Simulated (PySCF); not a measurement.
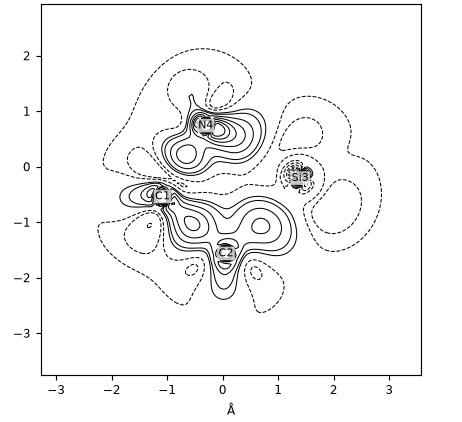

C$_{2}$H$_{8}$NSi, charge +1, SMILES `C1C[SiH2][NH2+]1`. Deformation density (molecule less spherical, spin-averaged free atoms) in the plane of C1, C2, Si3 and N4; contours at ±0.05 to ±0.8 e/Å³; solid lines: gain, dashed lines: loss.

Method: PBE0/cc-pVDZ; geometry: GFN2-xTB; program: PySCF. No frequency check shows the geometry to be a minimum.

How much density has each bond in this plane gained at its critical point, relative to the free atoms?

C1–C2: +0.43 e/Å³ at the bond critical point (bond length 1.54 Å, Mayer order 1.0). C2–Si3: +0.15 e/Å³ at the bond critical point (bond length 1.91 Å, Mayer order 1.0). C1–N4: +0.12 e/Å³ at the bond critical point (bond length 1.49 Å, Mayer order 0.9); up to 0.6 Å beside the axis the gain reaches +0.37 e/Å³. Si3–N4: −0.05 e/Å³ at the bond critical point (bond length 1.95 Å, Mayer order 0.7). In all, 2.4 electrons gather in the regions of gain relative to the promolecule of neutral atoms (the regions of loss give up this much and the cation's charge besides). A small or negative value marks a very polar bond, one between electron-rich atoms, whose free-atom densities already overlap strongly, a long bond to a heavier atom, or a closed-shell contact such as a hydrogen bond.

Where do the Hirshfeld charges lie?

The highest Hirshfeld charge is on Si3 (+0.53 e), the lowest on C2 (−0.13 e).

```csv
atom,charge (e)
C1,+0.02
C2,−0.13
Si3,+0.53
N4,−0.05
H5,+0.08
H6,+0.08
H7,+0.07
H8,+0.07
H9,−0.02
H10,−0.02
H11,+0.19
H12,+0.19
```
